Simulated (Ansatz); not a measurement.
# UBLYP/def2-SVPD run of GeSiH4F (SMILES F[SiH][GeH3])

Aim: the electronic atomisation energy of GeSiH4F at UBLYP/def2-SVPD, from 5 runs. 

The calculation is run with Ansatz 0.2.0.

33 further runs of the same task are left out: 33 set aside as unsound or not needed. Runs told in other sessions of the task aren't counted.

**1. The structure to begin with**

GeSiH4F has 7 atoms, charge 0, and is taken as a doublet. SMILES: `F[SiH][GeH3]`. The coordinates come from a PBE0-D4/def2-TZVP relaxation.

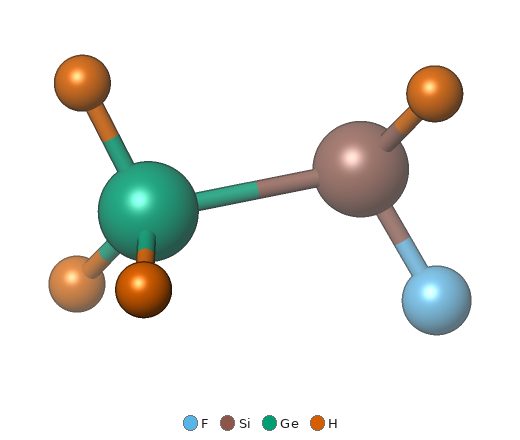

Viewed from a chosen angle; fluorine blue, silicon brown, germanium teal, hydrogen orange.

**2. A single-point energy at UBLYP/def2-SVPD**

run.yaml

```yaml
crystal:
  periodic: [false, false, false]
  atoms:
    - {symbol: F, position_ang: [-0.828200, -1.797600, 1.409500]}
    - {symbol: Si, position_ang: [-0.880400, -1.140500, -0.059400]}
    - {symbol: Ge, position_ang: [0.333800, 0.913400, -0.081600]}
    - {symbol: H, position_ang: [-0.325400, -2.158700, -1.001700]}
    - {symbol: H, position_ang: [0.289700, 1.465200, -1.516000]}
    - {symbol: H, position_ang: [-0.331000, 1.924700, 0.863100]}
    - {symbol: H, position_ang: [1.802700, 0.725500, 0.340400]}
basis:
  gaussian:
    orbitals: def2-SVPD
magnetization:
  spin_polarized: true
  initial_magnetization: 1
hamiltonian:
  xc: {name: BLYP}
accuracy: high
output: {orbitals: {seedname: orbitals}}
```

On the command line:

```console
$ ansatz run run.yaml --threads 1 --pin off --max-ram 3480MiB --events-out events.jsonl --progress --plain --runs-dir runs
```

What it wrote:

```text
Warning: RAYON_NUM_THREADS=1 ignored (pool sized by the plan → 1); use --threads N
Functional definition: BLYP
  name "BLYP"
  parameter beta = 0.0042
  parameter a = 0.04918
  parameter b = 0.132
  parameter c = 0.2533
  parameter d = 0.349
  exchange = b88_x(beta = beta)
  correlation = lyp_c(a = a, b = b, c = c, d = d)
2290 factors; integrals over basis functions are off by at most 4.5e-9 eV
mean field evaluation 1: about -67164.4287 eV, gradient 3.0e1 eV
mean field evaluation 2: about -67151.8746 eV, gradient 7.0e1 eV
mean field evaluation 4: about -67167.2977 eV, gradient 2.5e0 eV
mean field evaluation 8: about -67167.3108 eV, gradient 5.4e-2 eV
mean field evaluation 16: about -67167.3109 eV, gradient 2.0e-5 eV
mean field -67167.31085540 eV, -2468.3531462976 hartree, gradient 5.3e-8 eV, S^2 0.751682; 0 other end points of the search recorded, 0 dependent functions left out
reference -67167.31091403 eV, -2468.3531484520 hartree; 30, 29 occupied and 87, 88 virtual orbitals, 2290 factors
Total energy: -67167.31091403 eV, -2468.3531484520 hartree
```

It took 28 s on 1 thread of Arm Neoverse N1, shared host; peak memory 0.39 GiB.

**3. The F atom**

run.yaml

```yaml
crystal:
  periodic: [false, false, false]
  atoms:
    - {symbol: F, position_ang: [0.000000, 0.000000, 0.000000]}
basis:
  gaussian:
    orbitals: def2-SVPD
magnetization:
  spin_polarized: true
  initial_magnetization: 1
hamiltonian:
  xc: {name: BLYP}
accuracy: high
```

Run the same way, it converges to -99.64446 Eh (log not shown).

**4. The Ge atom at the same level**

molecule.yaml

```yaml
crystal:
  periodic: [false, false, false]
  atoms:
    - symbol: Ge
      position_ang: [0.000000, 0.000000, 0.000000]
basis:
  gaussian:
    orbitals: def2-SVPD
magnetization:
  spin_polarized: true
  initial_magnetization: 2
accuracy: high
hamiltonian:
  xc: {name: BLYP}
```

Run the same way, it converges to -2076.72050 Eh (log not shown).

**5. The H atom at the same level**

run.yaml, as its differences from that of step 3:

```diff
@@ -3,3 +3,4 @@
   atoms:
-    - {symbol: F, position_ang: [0.000000, 0.000000, 0.000000]}
+    - symbol: H
+      position_ang: [0.000000, 0.000000, 0.000000]
 basis:
```

Run the same way, it converges to -0.49640 Eh (log not shown).

**6. The Si atom, same level**

in.yaml

```yaml
crystal:
  periodic: [false, false, false]
  atoms:
    - {symbol: Si, position_ang: [0.000000, 0.000000, 0.000000]}
basis:
  gaussian: {orbitals: def2-SVPD}
magnetization: {spin_polarized: true, initial_magnetization: 2}
hamiltonian: {xc: {name: BLYP}}
accuracy: high
```

On the command line:

```console
$ ansatz run in.yaml --threads 1 --pin off --max-ram 3480MiB --events-out events.jsonl --progress --plain --runs-dir runs
```

What it wrote (excerpt; [...] marks lines left out):

```text
Warning: RAYON_NUM_THREADS=1 ignored (pool sized by the plan → 1); use --threads N
[... 9 set-up lines as earlier in the session ...]
196 factors; integrals over basis functions are off by at most 2.6e-9 eV
mean field evaluation 1: about -7871.6009 eV, gradient 2.5e0 eV
mean field evaluation 2: about -7871.6648 eV, gradient 1.1e0 eV
mean field evaluation 4: about -7871.6753 eV, gradient 1.6e-1 eV
mean field evaluation 8: about -7871.6755 eV, gradient 4.9e-5 eV
mean field evaluation 16: about -7871.5868 eV, gradient 2.6e0 eV
mean field evaluation 32: about -7871.6755 eV, gradient 2.9e-9 eV
mean field -7871.67549564 eV, -289.2787388514 hartree, gradient 2.9e-9 eV, S^2 2.003016; 1 other end points of the search recorded, 0 dependent functions left out
reference -7871.67552614 eV, -289.2787399725 hartree; 8, 6 occupied and 16, 18 virtual orbitals, 196 factors
Total energy: -7871.67552614 eV, -289.2787399725 hartree
```

It took 1.7 s on 1 thread of Arm Neoverse N1, shared host.

**7. Outcome**

Level: UBLYP/def2-SVPD.

```
                                    quantity           value
                      molecule: total energy  -2468.35315 Eh
molecule: HOMO energy (highest over α and β)        -4.98 eV
 molecule: LUMO energy (lowest over α and β)        -3.66 eV
                              molecule: ⟨S²⟩           0.752
                        F atom: total energy    -99.64446 Eh
                                F atom: ⟨S²⟩           0.751
                       Ge atom: total energy  -2076.72050 Eh
                               Ge atom: ⟨S²⟩           2.002
                        H atom: total energy     -0.49640 Eh
                                H atom: ⟨S²⟩           0.750
                       Si atom: total energy   -289.27874 Eh
                               Si atom: ⟨S²⟩           2.003
               electronic atomisation energy       19.697 eV
```

What this shows: Taking the molecule apart into free atoms costs 19.70 eV (1900 kJ/mol), before zero-point energy and without spin-orbit coupling.
